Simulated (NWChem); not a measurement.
# One shape, several levels: CHCl3 (chloroform)

Wanted: a comparison of 3 runs (HF/3-21G, B3LYP/6-31G*) of CHCl3 (chloroform). 

The results are computed with NWChem 7.3.0.

**1. Starting point**

CHCl3 has 5 atoms, charge 0, and is taken as a singlet. As SMILES, `ClC(Cl)Cl`. The coordinates come from a PBE0-D4/def2-TZVP relaxation.

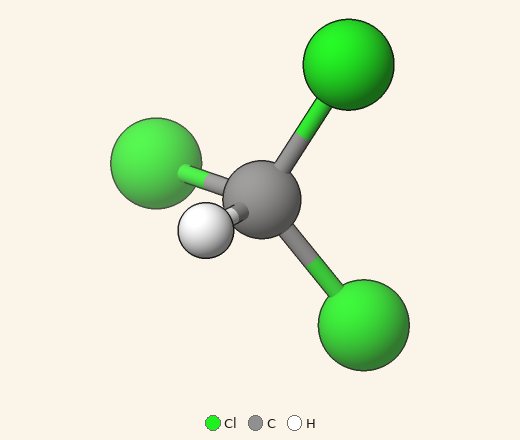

Viewed from a chosen angle; chlorine green, carbon grey, hydrogen white.

**2. Energy and forces at HF/3-21G (run 1)**

chcl3.xyz reads:

```xyz
5

Cl    -0.671480     0.393200     1.545220
C      0.050100     0.086910    -0.029470
Cl     1.233860    -1.211460     0.056410
Cl    -1.182490    -0.256800    -1.236530
H      0.570000     0.988150    -0.335650
```

run.py reads:

```python
from ase.io import read
from ase.calculators.nwchem import NWChem

system = read('chcl3.xyz')

calc = NWChem(
    label='chcl3',
    theory='scf',
    memory='2200 mb',
    basis='3-21G',
    basispar='spherical bse',
    scf={'nopen': '0', 'rhf': None, 'thresh': '1e-08', 'maxiter': '80'},
)
system.calc = calc

forces = system.get_forces()
e = system.get_potential_energy()
print(f"E = {e:.6f} eV")
print("forces (eV/A):")
for s, f in zip(system.symbols, forces):
    print(f"{s:2s} {f[0]:10.5f} {f[1]:10.5f} {f[2]:10.5f}")
print("dipole (e A):", system.get_dipole_moment().round(4))
```

The run is started by

```console
$ export ASE_NWCHEM_COMMAND="nwchem PREFIX.nwi > PREFIX.nwo"
$ python run.py
```

Log:

```text
E = -38370.120995 eV
forces (eV/A):
Cl   -0.82563    0.39873    1.83746
C     1.14599    1.98474   -0.67610
Cl    1.41241   -1.48610    0.08793
Cl   -1.42542   -0.36499   -1.43061
H    -0.30740   -0.53237    0.18137
dipole (e A): [ 0.16    0.2774 -0.0941]
```

The calculator wrote chcl3.nwi:

```
title "chcl3"

permanent_dir chcl3

scratch_dir chcl3

start chcl3

geometry units angstrom nocenter noautosym noautoz
  Cl -6.7147999999999997e-01 3.9319999999999999e-01 1.5452200000000000e+00
  C  5.0099999999999999e-02 8.6910000000000001e-02 -2.9470000000000000e-02
  Cl 1.2338600000000000e+00 -1.2114600000000000e+00 5.6410000000000002e-02
  Cl -1.1824900000000000e+00 -2.5679999999999997e-01 -1.2365299999999999e+00
  H  5.6999999999999995e-01 9.8814999999999997e-01 -3.3565000000000000e-01
end

memory 2200 mb

basis spherical bse noprint
   * library 3-21G
end

scf
  nopen 0
  rhf
  thresh 1e-08
  maxiter 80
end

task scf gradient
```

chcl3.nwo:

```text
Northwest Computational Chemistry Package (NWChem) 7.3.0
             --------------------------------------------------------

           Job information
           ---------------

    nwchem branch   = 7.3.0
    use scalapack   = T
    input           = chcl3.nwi
    prefix          = chcl3.
    data base       = chcl3/chcl3.db
    status          = startup
    nproc           =        1

           Memory information
           ------------------

    heap     =     72089598 doubles =      550.0 Mbytes
    stack    =     72089595 doubles =      550.0 Mbytes
    global   =    144179200 doubles =     1100.0 Mbytes (distinct from heap & stack)
    total    =    288358393 doubles =     2200.0 Mbytes
    verify   = yes
    hardfail = no

[... 127 lines left out ...]
 Convergence threshold     :          1.000E-08
[... 12 lines left out ...]
       Final RHF  results
[... 3 lines left out ...]
      One-electron energy =  -2475.934639283911
[... 1 line left out ...]
 Nuclear repulsion energy =    264.654483693381
[... 47 lines left out ...]
                       ROHF Final Molecular Orbital Analysis
[... 228 lines left out ...]
    atom               coordinates                        gradient
                 x          y          z           x          y          z
   1 Cl     -1.268913   0.743040   2.920042    0.016056  -0.007754  -0.035733
   2 C       0.094675   0.164236  -0.055690   -0.022286  -0.038597   0.013148
   3 Cl      2.331657  -2.289327   0.106599   -0.027467   0.028900  -0.001710
   4 Cl     -2.234582  -0.485282  -2.336703    0.027720   0.007098   0.027821
   5 H       1.077144   1.867333  -0.634287    0.005978   0.010353  -0.003527

                 ----------------------------------------
                 |  Time  |  1-e(secs)   |  2-e(secs)   |
                 ----------------------------------------
                 |  CPU   |       0.00   |       0.41   |
                 ----------------------------------------
                 |  WALL  |       0.00   |       0.41   |
                 ----------------------------------------

 Task  times  cpu:        2.6s     wall:        2.6s
 Total times  cpu:        2.6s     wall:        2.6s
```

Run time: 3.9 s. Hardware: 1 thread of Intel Xeon Platinum 8259CL at 2.50GHz (Skylake/Cascade Lake), shared host; peak memory 0.1 GiB.

**3. Energy and gradient at B3LYP/6-31G(d) (spherical functions) (run 2)**

mymol.nw reads:

```
start mymol
title "chloroform"
memory stack 880 mb heap 220 mb global 1100 mb
geometry units atomic noautosym nocenter noautoz
 Cl    -1.26891330     0.74304031     2.92004260
 C      0.09467528     0.16423610    -0.05569023
 Cl     2.33165748    -2.28932761     0.10659945
 Cl    -2.23458225    -0.48528167    -2.33670304
 H      1.07714389     1.86733287    -0.63428657
end
basis spherical bse
 Cl library 6-31G*
 C library 6-31G*
 H library 6-31G*
end
dft
 xc b3lyp
 grid xfine
 convergence energy 1e-08
 iterations 100
 mulliken
end
task dft gradient
```

The run is started by

```console
$ nwchem mymol.nw > mymol.out
```

Log:

```text
[...]
          Wavefunction type:  closed shell.
          No. of atoms     :     5
          No. of electrons :    58
[...]
          Charge           :     0
          Spin multiplicity:     1
[...]
          AO basis - number of functions:    70
[...]
              XC Information
              --------------
                         B3LYP Method XC Potential
                     Hartree-Fock (Exact) Exchange  0.200
                        Slater Exchange Functional  0.800 local
                    Becke 1988 Exchange Functional  0.720 non-local
              Lee-Yang-Parr Correlation Functional  0.810
                  VWN I RPA Correlation Functional  0.190 local
[...]
 d= 0,ls=0.0,diis     1  -1419.1155396349 -1.68D+03  2.56D-02  1.20D+00     3.1
[...]
 d= 0,ls=0.0,diis     8  -1419.2671087589 -1.06D-09  1.55D-06  1.32D-08    19.0
         Total DFT energy =    -1419.267108758896
      One electron energy =    -2484.917561253279
           Coulomb energy =      891.623332394055
    Exchange-Corr. energy =      -90.627344530115
 Nuclear repulsion energy =      264.654464630444
[...]
      Total Density - Mulliken Population Analysis
     ---------------------------------------------
    Atom       Charge   Shell Charges
 -----------   ------   -------------------------------------------------------
    1 Cl  17    16.95   2.00  2.00  5.97  1.42  3.60  0.51  1.42  0.03
    2 C    6     6.41   2.00  0.69  1.94  0.72  0.99  0.07
    3 Cl  17    16.95   2.00  2.00  5.97  1.42  3.60  0.51  1.42  0.03
    4 Cl  17    16.95   2.00  2.00  5.97  1.42  3.60  0.51  1.42  0.03
    5 H    1     0.73   0.52  0.20
[...]
  wavefunction    = closed shell
                         DFT ENERGY GRADIENTS
    atom               coordinates                        gradient
                 x          y          z           x          y          z
   1 Cl     -1.268913   0.743040   2.920043    0.005613  -0.003835  -0.013323
   2 C       0.094675   0.164236  -0.055690   -0.003944  -0.006807   0.002342
   3 Cl      2.331657  -2.289328   0.106599   -0.010971   0.010132  -0.000355
   4 Cl     -2.234582  -0.485282  -2.336703    0.010056   0.001825   0.010897
   5 H       1.077144   1.867333  -0.634287   -0.000754  -0.001316   0.000439
[...]
```

It took 25 s on 1 thread of Intel Xeon Platinum 8259CL at 2.50GHz (Skylake/Cascade Lake), shared host; peak memory 0.13 GiB.

**4. Energy and gradient at B3LYP/6-31G(d) (Cartesian functions) (run 3)**

chcl3.xyz is that of step 2.

chcl3.nw reads:

```
start chcl3
memory stack 880 mb heap 220 mb global 1100 mb
charge 0

geometry units angstrom noautosym nocenter noautoz
 load format xyz chcl3.xyz
end

basis
 * library 6-31G*
end

dft
 xc b3lyp
 mult 1
 grid xfine
 convergence energy 1e-08
 iterations 100
 mulliken
end

task dft gradient
```

The run is started by

```console
$ nwchem chcl3.nw > chcl3.out
```

Log:

```text
[...]
          Wavefunction type:  closed shell.
          No. of atoms     :     5
          No. of electrons :    58
[...]
          Charge           :     0
          Spin multiplicity:     1
[...]
          AO basis - number of functions:    74
[...]
              XC Information
              --------------
                         B3LYP Method XC Potential
                     Hartree-Fock (Exact) Exchange  0.200
                        Slater Exchange Functional  0.800 local
                    Becke 1988 Exchange Functional  0.720 non-local
              Lee-Yang-Parr Correlation Functional  0.810
                  VWN I RPA Correlation Functional  0.190 local
[...]
 d= 0,ls=0.0,diis     1  -1419.1223111160 -1.68D+03  2.57D-02  1.50D+00     3.1
[...]
 d= 0,ls=0.0,diis     8  -1419.2778764490 -1.05D-09  1.67D-06  1.51D-08    19.9
         Total DFT energy =    -1419.277876449044
      One electron energy =    -2484.723009814082
           Coulomb energy =      891.353399445555
    Exchange-Corr. energy =      -90.562749773899
 Nuclear repulsion energy =      264.654483693381
[...]
      Total Density - Mulliken Population Analysis
     ---------------------------------------------
    Atom       Charge   Shell Charges
 -----------   ------   -------------------------------------------------------
    1 Cl  17    16.95   2.00  1.99  5.97  1.47  3.60  0.52  1.42 -0.01
    2 C    6     6.41   1.99  0.70  1.94  0.73  0.98  0.07
    3 Cl  17    16.95   2.00  1.99  5.97  1.47  3.60  0.52  1.42 -0.01
    4 Cl  17    16.95   2.00  1.99  5.97  1.47  3.60  0.52  1.42 -0.01
    5 H    1     0.72   0.52  0.20
[...]
  wavefunction    = closed shell
                         DFT ENERGY GRADIENTS
    atom               coordinates                        gradient
                 x          y          z           x          y          z
   1 Cl     -1.268913   0.743040   2.920042    0.005710  -0.003937  -0.013579
   2 C       0.094675   0.164236  -0.055690   -0.004027  -0.006950   0.002391
   3 Cl      2.331657  -2.289327   0.106599   -0.011205   0.010309  -0.000353
   4 Cl     -2.234582  -0.485282  -2.336703    0.010242   0.001836   0.011123
   5 H       1.077144   1.867333  -0.634287   -0.000721  -0.001257   0.000419
[...]
```

It took 26 s on 1 thread of Intel Xeon Platinum 8259CL at 2.50GHz (Skylake/Cascade Lake), shared host; peak memory 0.14 GiB.

**5. All runs side by side**

| run | level | iteration cap | module | energy (Eh) | dipole moment (D) | HOMO energy (eV) | LUMO energy (eV) | wall time |
| --- | --- | --- | --- | --- | --- | --- | --- | --- |
| 1 | HF/3-21G | 80 | scf | -1410.075950 | 1.60 | -12.61 | 3.19 | 3.9 s |
| 2 | B3LYP/6-31G* (spherical functions) | 100 | dft | -1419.267109 | 1.25 | -8.54 | -1.00 | 25 s |
| 3 | B3LYP/6-31G* (Cartesian functions) | 100 | dft | -1419.277876 | 1.25 | -8.54 | -1.01 | 26 s |

**6. Outcome**

```
                       quantity           value
            run 3: total energy  -1419.27788 Eh
           run 3: dipole moment          1.25 D
             run 3: HOMO energy        -8.54 eV
             run 3: LUMO energy        -1.01 eV
           run 3: HOMO–LUMO gap         7.53 eV
run 3: largest force on an atom      0.784 eV/Å
```

**Reading.** The dipole moment (its size) runs from 1.25 D (B3LYP/6-31G*) to 1.60 D (HF/3-21G). The two ends differ in method and basis. The HOMO–LUMO gap runs from 7.53 eV (B3LYP/6-31G*) to 15.80 eV (HF/3-21G). All runs together took 55 s, the longest 26 s.
